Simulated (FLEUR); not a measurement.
Band structure of Li (Im-3m, 1 atom in the cell).

```yaml
crystal:
  lattice:
    - [-1.74545, 1.74545, 1.74545]
    - [1.74545, -1.74545, 1.74545]
    - [1.74545, 1.74545, -1.74545]
  atoms:
    - { symbol: Li, position: [0.00000, 0.00000, 0.00000] }
```

Level of theory: PBE, all-electron FLAPW (FLEUR), scalar-relativistic valence run with FLEUR.

Settings: Kmax = 3.8 1/bohr; GmaxXC = 15.2 1/bohr; xcFunctional = pbe; jspins = 1; l_soc = F; mode = hist; fermiSmearingEnergy = 0.00367493 Htr; mesh (inpgen div1-3) = 17 17 17; inpgen gamma flag = false; Gmax = 15.2 1/bohr; numbands = 13; maxIterBroyd = 15; imix = Anderson; alpha = 0.05.

The starting cell comes from a database of computed structures (which also holds hypothetical and non-ambient phases and stackings), without a prior relaxation at this level. Its lattice was rescaled by a random factor within 2.5 % of one. Values depend on the basis (sphere radii, cutoffs, local orbitals), which need not be converged.

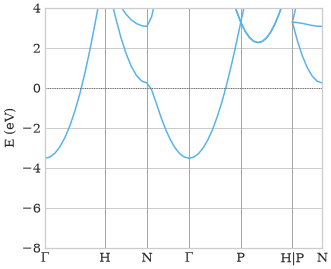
Bands along the path, energies from the Fermi level.

Levels in eV from the Fermi level, bands 1 to 4:
```tsv
point	1	2	3	4
Γ	-3.52	14.15	14.15	14.15
H	5.34	5.34	5.34	7.56
N	0.25	3.08	10.02	11.46
P	3.28	3.28	3.28	7.99
```
